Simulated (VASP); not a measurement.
Given:

```xyz
2
Lattice="0.0000 2.2914 2.2914 2.2914 0.0000 2.2914 2.2914 2.2914 0.0000" Properties=species:S:1:pos:R:3 pbc="T T T"
Ga     0.0000     0.0000     0.0000
N      1.1457     1.1457     1.1457
```

All values below come from RPBE GGA, VASP's PBE PAW potentials (set 64) (plane waves; VASP 6.6.1). Numerical set-up: 520 eV cut-off, 11×11×11 Γ-centred mesh, tetrahedra with Blöchl corrections, potentials Ga_d N.

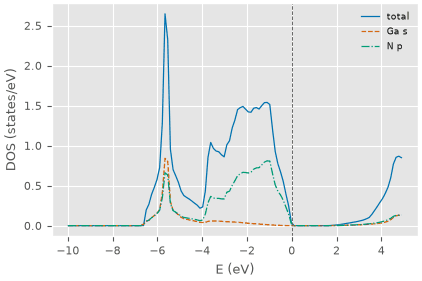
Fig. 1. Total and projected density of states, zero at the valence-band maximum

Within 2 eV below the valence-band maximum the largest weight inside VASP's projection spheres is N p, then Ga p.

The gap is direct, 1.46 eV, from the valence maximum at Γ to the conduction minimum at Γ.

The compound is GaN in the zinc blende structure, a metastable form; wurtzite is the usual one. It was relaxed first.
